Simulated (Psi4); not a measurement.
# B3LYP/6-31G(d) (spherical functions) run of Si2NH6F (SMILES F[SiH2]N[SiH3])

What is the energy change on altering one bond length of Si2NH6F at B3LYP/6-31G* (spherical functions)? The job is set up through a Python script.

The results are computed with Psi4 1.11.

2 further runs of the same task are left out: 2 set aside as unsound or not needed.

## Step 1: The system as given

Si2NH6F: 10 atoms, total charge 0, spin state singlet. As SMILES, `F[SiH2]N[SiH3]`. The coordinates come from a PBE0-D4/def2-TZVP relaxation. This is one conformer, not always the lowest.

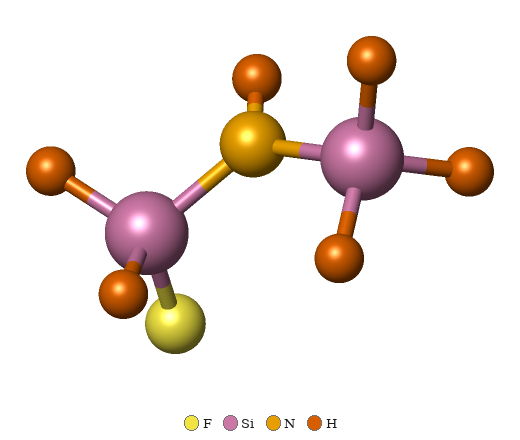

The structure, seen from a chosen angle (fluorine yellow, silicon pink, nitrogen amber, hydrogen orange).

## Step 2: The energy at B3LYP/6-31G(d) (spherical functions)

Contents of job.py:

```python
import psi4

psi4.set_memory('1600 MB')
psi4.set_num_threads(1)
psi4.core.set_output_file('run.log', False)

mol = psi4.geometry("""
0 1
F     -2.95080734     1.87895469    -3.35747641
Si    -0.70864730     2.46004547    -1.40954672
N      0.97283101    -0.17914604    -0.63475901
Si     0.36811865    -2.33589046     1.75498865
H      0.97736635     4.28438707    -2.69607226
H     -1.90881236     3.47596223     0.89932066
H      2.38918074    -0.63532592    -1.83303434
H      2.62955390    -2.68737952     3.38563332
H     -0.35205598    -4.85621820     0.74077264
H     -1.74686283    -1.29124986     3.26979311
units au
symmetry c1
""")

options = {'puream': True, 'e_convergence': 1e-09, 'd_convergence': 1e-08, 'scf_type': 'pk', 'dft_radial_points': 99, 'dft_spherical_points': 590}
psi4.set_options(options)

e, wfn = psi4.energy("b3lyp/6-31G*", molecule=mol, return_wfn=True)
psi4.oeprop(wfn, "LOWDIN_CHARGES", "MAYER_INDICES", "DIPOLE", title="B3LYP")
print('E =', round(e, 9))
for k, v in sorted(psi4.core.scalar_variables().items()):
    print(f'{k:45s} {v:18.10f}')
```

The run is started by

```
$ python job.py
```

run.log:

```text
[...]
  Running in c1 symmetry.
[...]
  Nuclear repulsion =  227.547223855533190
[...]
  Multiplicity = 1
[...]
  Nalpha       = 25
  Nbeta        = 25
[...]
    Number of basis functions: 76
[...]
   @RKS iter   1:  -736.99239861922467   -2.96458e-01   1.08001e-02 DIIS/ADIIS
[...]
   @RKS iter  11:  -737.28305424952953   -3.06954e-12   5.46001e-09 DIIS
[...]
    Orbital Energies [Eh]
    ---------------------
    Doubly Occupied:
       1A    -66.162508     2A    -66.132708     3A    -24.670068
       4A    -14.318452     5A     -5.316413     6A     -5.293507
       7A     -3.676166     8A     -3.674525     9A     -3.673538
      10A     -3.652240    11A     -3.651102    12A     -3.650646
      13A     -1.167926    14A     -0.858397    15A     -0.562864
      16A     -0.547851    17A     -0.474330    18A     -0.440382
      19A     -0.432553    20A     -0.416372    21A     -0.371076
      22A     -0.364138    23A     -0.350651    24A     -0.332266
      25A     -0.279771
[...]
  @RKS Final Energy:  -737.28305424952953
   => Energetics <=
    Nuclear Repulsion Energy =            227.5472238555331899
    One-Electron Energy =               -1473.2107375963209961
    Two-Electron Energy =                 558.1071437700773004
    DFT Exchange-Correlation Energy =     -49.7266842788191568
    Empirical Dispersion Energy =           0.0000000000000000
    VV10 Nonlocal Energy =                  0.0000000000000000
    Total Energy =                       -737.2830542495295276
[...]
 Multipole Moments:
 ------------------------------------------------------------------------------------
     Multipole            Electronic (a.u.)      Nuclear  (a.u.)        Total (a.u.)
 ------------------------------------------------------------------------------------
 L = 1.  Multiply by 2.5417464519 to convert [e a0] to [Debye]
 Dipole X            :         -3.1166696            3.7681617            0.6514921
 Dipole Y            :          2.5608233           -2.7034930           -0.1426696
 Dipole Z            :         -4.9829854            5.1070297            0.1240443
 Magnitude           :                                                    0.6783683
[...]
```

On the terminal:

```text
E = -737.28305425
CURRENT ENERGY                                   -737.2830542495
CURRENT REFERENCE ENERGY                         -737.2830542495
DD SOLVATION ENERGY                                 0.0000000000
DFT FUNCTIONAL TOTAL ENERGY                      -737.2830542495
DFT TOTAL ENERGY                                 -737.2830542495
DFT VV10 ENERGY                                     0.0000000000
DFT XC ENERGY                                     -49.7266842788
GRID ELECTRONS ALPHA                               24.9999992213
GRID ELECTRONS BETA                                24.9999992213
GRID ELECTRONS TOTAL                               49.9999984426
NUCLEAR REPULSION ENERGY                          227.5472238555
ONE-ELECTRON ENERGY                             -1473.2107375963
PCM POLARIZATION ENERGY                             0.0000000000
PE ENERGY                                           0.0000000000
SCF ITERATION ENERGY                             -737.2830542495
SCF ITERATIONS                                     11.0000000000
SCF TOTAL ENERGY                                 -737.2830542495
TWO-ELECTRON ENERGY                               558.1071437701
XC GRID RADIAL POINTS                              99.0000000000
XC GRID SPHERICAL POINTS                          590.0000000000
XC GRID TOTAL POINTS                           553219.0000000000
```

Wall time 15 s (1 thread of Intel Xeon 6975P-C (Granite Rapids), shared host); peak memory 0.81 GiB.

## Step 3: The distorted shape, same level

Contents of calc.py:

```python
import psi4

psi4.set_memory(1600000000)
psi4.set_num_threads(1)
psi4.core.set_output_file('fh6nsi2.out', False)

molecule = psi4.geometry("""
0 1
F
Si 1 1.601527
N 2 1.705971 1 112.57651
Si 3 1.733257 2 128.17848 1 -87.55933
H 2 1.480374 1 106.00478 3 119.41373
H 2 1.478229 5 113.69553 1 -116.6146
H 3 1.010993 2 115.55707 6 -156.73584
H 4 1.487038 3 110.92612 7 60.1039
H 4 1.487293 8 107.6645 3 122.85759
H 6 3.154386 2 122.52173 5 -161.38147
symmetry c1
no_reorient
no_com
""")

psi4.set_options({
    'basis': '6-31G*',
    'puream': True,
    'e_convergence': 1e-09,
    'd_convergence': 1e-08,
    'scf_type': 'pk',
    'dft_radial_points': 99,
    'dft_spherical_points': 590,
})

E = psi4.energy("b3lyp", molecule=molecule)
print(f'total energy {E:.8f} hartree = {E * 27.211386:.5f} eV')
```

The run is started by

```
$ python calc.py
```

fh6nsi2.out:

```text
[...]
  Running in c1 symmetry.
[...]
  Nuclear repulsion =  223.339122968077987
[...]
  Multiplicity = 1
[...]
  Nalpha       = 25
  Nbeta        = 25
[...]
    Number of basis functions: 76
[...]
   @RKS iter   1:  -736.71222760285104   -1.98809e-01   1.15128e-02 DIIS/ADIIS
[...]
   @RKS iter  15:  -737.11681788004591   -6.13909e-11   6.13057e-09 DIIS
[...]
    Orbital Energies [Eh]
    ---------------------
    Doubly Occupied:
       1A    -66.187799     2A    -66.168548     3A    -24.674607
       4A    -14.337492     5A     -5.342008     6A     -5.322672
       7A     -3.702632     8A     -3.699410     9A     -3.698082
      10A     -3.682428    11A     -3.680918    12A     -3.679577
      13A     -1.172316    14A     -0.876548    15A     -0.572944
      16A     -0.553693    17A     -0.486827    18A     -0.446532
      19A     -0.437861    20A     -0.425573    21A     -0.388606
      22A     -0.375634    23A     -0.337766    24A     -0.297702
      25A     -0.232055
[...]
  @RKS Final Energy:  -737.11681788004591
   => Energetics <=
    Nuclear Repulsion Energy =            223.3391229680779873
    One-Electron Energy =               -1463.9366362461976223
    Two-Electron Energy =                 553.0706706188034332
    DFT Exchange-Correlation Energy =     -49.5899752207298334
    Empirical Dispersion Energy =           0.0000000000000000
    VV10 Nonlocal Energy =                  0.0000000000000000
    Total Energy =                       -737.1168178800459145
[...]
 Multipole Moments:
 ------------------------------------------------------------------------------------
     Multipole            Electronic (a.u.)      Nuclear  (a.u.)        Total (a.u.)
 ------------------------------------------------------------------------------------
 L = 1.  Multiply by 2.5417464519 to convert [e a0] to [Debye]
 Dipole X            :          4.3398472           -3.3237801            1.0160671
 Dipole Y            :          1.9735906           -2.6618394           -0.6882488
 Dipole Z            :         -4.7164839            5.3391321            0.6226482
 Magnitude           :                                                    1.3761430
[...]
```

The script printed:

```text
total energy -737.11681788 hartree = -20057.97026 eV
```

Wall time 19 s (1 thread of Intel Xeon 6975P-C (Granite Rapids), shared host); peak memory 0.8 GiB.

## Step 4: Results

At B3LYP/6-31G* (spherical functions):

```
                                                           quantity          value
                                          first shape: total energy  -737.28305 Eh
                                         first shape: dipole moment         1.72 D
                                           first shape: HOMO energy       -7.61 eV
                                           first shape: LUMO energy        0.35 eV
                                         first shape: HOMO–LUMO gap        7.97 eV
                                      distorted shape: total energy  -737.11682 Eh
                                     distorted shape: dipole moment         3.50 D
                                       distorted shape: HOMO energy       -6.31 eV
                                       distorted shape: LUMO energy       -3.77 eV
                                     distorted shape: HOMO–LUMO gap        2.54 eV
energy change with the Si4–H10 bond stretched from 1.483 to 3.264 Å       4.524 eV
```

What this shows: One bond (distorted shape) is far stretched, which a spin-restricted single reference describes badly; a broken-symmetry solution may lie lower. With the Si4–H10 bond stretched from 1.483 to 3.264 Å the energy rises by 4.52 eV (104 kcal/mol). The first shape isn't relaxed at this level, so the change isn't measured from a minimum. A restricted reference can't describe the breaking bond well at this length.
